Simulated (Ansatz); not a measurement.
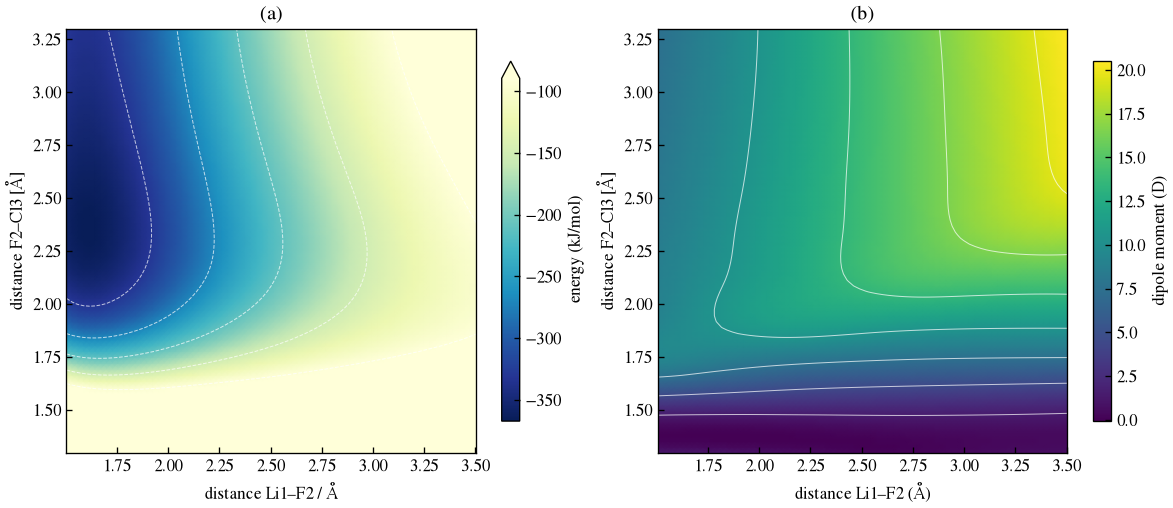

The system Li + FCl, spin multiplicity 2. The first coordinate is: distance Li1–F2; the second: distance F2–Cl3. Nothing is relaxed (the angle Li1–F2–Cl3 is fixed at 180 degrees). The scan uses an 11 × 11 grid. Energies are in kJ/mol, from Li far from the relaxed FCl (each part in its own basis). The calculation used Ansatz 0.2.0, UKS PBE-D4/def2-SVPD.

Panel (a) is the energy; panel (b) is the computed dipole moment, in D.

Drawn: a smooth colour map with a few white contour lines, one colour for all values above the top of the scale. Between grid points the surface is interpolated.

**How does the dipole moment vary over the map, and what is it at the lowest grid point?**

Leaving out the highest fifth of the energies, it runs from 2.8 D at distance Li1–F2 = 3.000 Å, distance F2–Cl3 = 1.543 Å to 20.5 D at distance Li1–F2 = 3.504 Å, distance F2–Cl3 = 3.296 Å. At the lowest grid point, distance Li1–F2 = 1.604 Å, distance F2–Cl3 = 2.326 Å, it is 9.0 D.

```csv
"distance F2–Cl3 ↓, distance Li1–F2 →",1.504,1.604,1.751,1.922,2.112,2.316,2.534,2.762,3.000,3.248,3.504
3.296,7.5,8.1,9.0,10.0,11.3,12.7,14.2,15.7,17.3,18.9,20.5
3.040,7.7,8.3,9.1,10.1,11.3,12.7,14.1,15.6,17.2,18.7,20.3
2.792,7.9,8.5,9.3,10.3,11.5,12.7,14.1,15.6,17.1,18.6,20.1
2.554,8.2,8.7,9.5,10.5,11.6,12.9,14.2,15.6,17.0,18.4,19.7
2.326,8.5,9.0,9.8,10.7,11.8,13.0,14.2,15.5,16.7,17.5,17.7
2.108,8.8,9.3,10.1,11.0,12.0,13.0,13.9,14.5,14.6,14.6,14.6
1.904,9.2,9.7,10.3,11.0,11.5,11.6,11.3,11.1,11.0,10.9,10.9
1.714,8.9,8.8,8.4,8.0,7.6,7.3,7.1,6.9,6.8,6.8,6.7
1.543,3.7,3.6,3.5,3.3,3.2,3.1,3.0,2.9,2.8,2.7,2.6
1.396,0.1,0.1,0.0,0.0,0.1,0.2,0.3,0.4,0.5,0.5,0.5
1.296,1.3,1.2,1.1,1.0,0.7,0.5,0.1,0.1,0.4,0.6,0.7
```
